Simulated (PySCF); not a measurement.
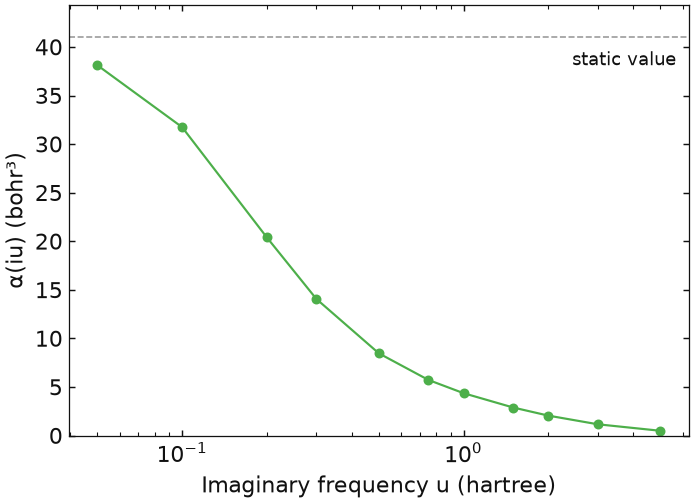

Dipole polarisability at imaginary frequency of Ru⁺ ([Kr] 4d⁶ 5s). Coupled response at the HF level; PySCF, def2-TZVPPD with a 28-electron core potential, unrestricted single determinants, no spin-orbit coupling.

Give the static polarisability, its fall-off and C₆.

The static dipole polarisability is 41.1 bohr³; α(iu) falls to half of it near u = 0.20 hartree. The Casimir–Polder integral gives C₆ = 280 hartree bohr⁶ for two such species.
